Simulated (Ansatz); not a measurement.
AlH₃ClF: several calculations on one system

### Relaxation

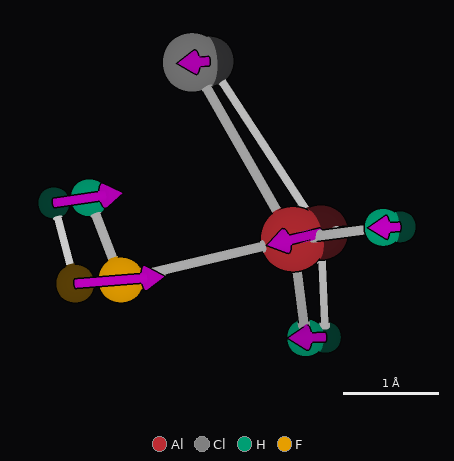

A relaxation of AlH3ClF. The starting structure is drawn faded, the final one solid; purple arrows show the displacements, 2 times their true length. The two geometries are superimposed by the best rigid fit.

Style: ball-and-stick. Shown at a tilt.

The run prepares an end point of a later path (reaction) calculation, from a guessed geometry.

All numbers below come from RKS B3LYP/def2-SVP (Ansatz).

The input:
```yaml
crystal:
  periodic: [false, false, false]
  atoms:
    - { symbol: Al, position_ang: [-0.008674, 0.254504, -0.017731] }
    - { symbol: Cl, position_ang: [-0.009184, 0.432652, 2.179786] }
    - { symbol: H, position_ang: [1.406052, 0.313843, -0.704984] }
    - { symbol: H, position_ang: [-1.421962, 0.270134, -0.710253] }
    - { symbol: F, position_ang: [0.080892, -2.469129, 0.906192] }
    - { symbol: H, position_ang: [0.098177, -2.098204, 1.75779] }
basis:
  gaussian: { orbitals: def2-SVP }
hamiltonian:
  xc: b3lyp
relax:
  f_tol: 0.03
  max_steps: 50
```

Launched with:
```bash
ansatz run input.yaml --threads 1 --pin off --max-ram 2048MiB --backend cpu --events-out ev --progress --plain --runs-dir out
```

> What did the optimiser do to the structure, and how much energy did it gain?

F5 moves most after the best rigid fit: 0.52 Å. By element the largest moves are F 0.52 Å, H 0.41 Å, Al 0.33 Å, Cl 0.19 Å. Some distances before and after: Al1–F5 2.877 → 2.029 Å, Al1–H6 2.949 → 2.250 Å, F5–H6 0.929 → 0.970 Å. New bonds form, among them: Al1–F5 (2.88 → 2.03 Å). The energy falls by 0.410 eV in 7 geometry steps. Largest force component: 0.84 eV/Å at the start, 0.023 eV/Å at the end.

Limits of the set-up: the start holds two separate molecules, 2.6 Å apart at their closest, whose relative position is a soft coordinate and is computed without a dispersion correction.

### Relaxation

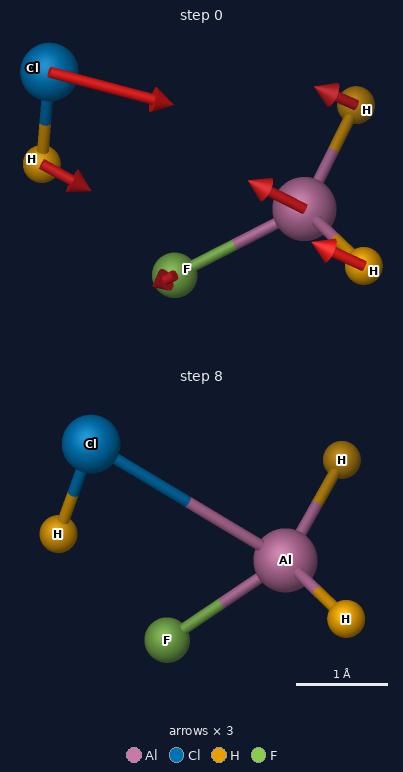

The structure of AlH3ClF before (top) and after (bottom) a relaxation, at one scale. The red arrows give the displacements, magnified 3 times.

A ball-and-stick model, seen from a free direction.

The run prepares an end point of a later path (reaction) calculation, from a guessed geometry.

All numbers below come from Ansatz 0.2.0, RKS B3LYP/def2-SVP. Settings: no spin polarisation; force threshold 0.03 eV/Å; at most 50 steps.

Q: Describe what moved and what it gained.

A: The energy falls by 12.5 kJ/mol in 8 geometry steps. The largest force component goes from 0.96 to 0.01 eV/Å. The Cl atom moves most after the best rigid fit: 0.49 Å. By element the largest moves are Cl 0.49 Å, Al 0.25 Å, H 0.22 Å, F 0.11 Å. Near-neighbour distances that change, for instance: Al–Cl 3.424 → 2.709 Å, Cl–H 1.337 → 1.311 Å, Al–F 1.689 → 1.707 Å. New bonds form, among them: Al–Cl (3.42 → 2.71 Å). Cost: 32 s on 1 thread of Arm Neoverse N1, with other jobs on the host, peak memory 0.13 GiB.

### Path

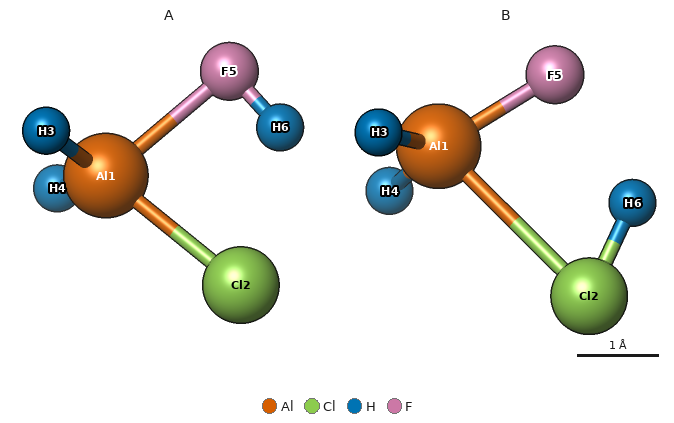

The two relaxed end points of a path for AlH3ClF. The picture is a ball-and-stick view, seen at a tilt.

The calculation used RKS B3LYP/def2-SVP in Ansatz.

Set-up: 7 movable images; climbing image; force threshold 0.03 eV/Å; iteration limit 60.

Start:
```xyz
6

Al    0.0086   -0.0645    0.0773
Cl    0.0053    0.2603    2.2614
H     1.4071    0.1494   -0.6127
H    -1.4023    0.0713   -0.6065
F     0.0581   -2.0007    0.6829
H     0.0686   -1.7120    1.6085
```

End:
```xyz
6

Al    0.0168   -0.3757   -0.2287
Cl    0.0169   -0.0323    2.4584
H     1.4071    0.2376   -0.6452
H    -1.4086    0.1607   -0.6325
F     0.0633   -1.9868    0.3320
H     0.0500   -1.2998    2.1269
```

### What barrier does the band find between them, and by what path?

Forward barrier 0.176 eV, backward barrier 0.120 eV, with image 3 at the top; the reaction energy is +0.056 eV. A hydrogen atom shifts from one atom to another. Breaking: F5–H6 (0.97 → 1.25 at the top → 1.92 Å). Forming: Cl2–H6 (2.08 → 1.50 at the top → 1.31 Å). The band converged in 7 iterations, with a climbing image at the top.

Energies of the converged images:

```tsv
image	path (Å)	E (eV)
0	0.00	0.000
1	0.18	0.028
2	0.36	0.115
3	0.54	0.176
4	0.66	0.152
5	0.77	0.110
6	0.89	0.077
7	1.01	0.061
8	1.12	0.056
```

The geometry at the top of the path:

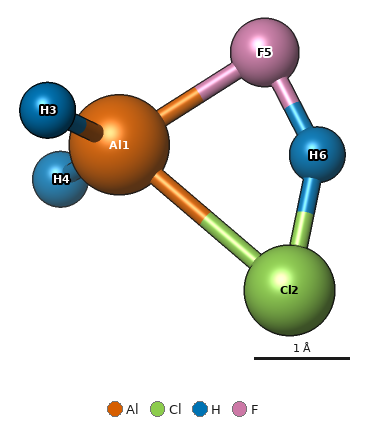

Cost: 2.8 min on 1 thread of Arm Neoverse N1, on a shared host, peak memory 0.12 GiB.
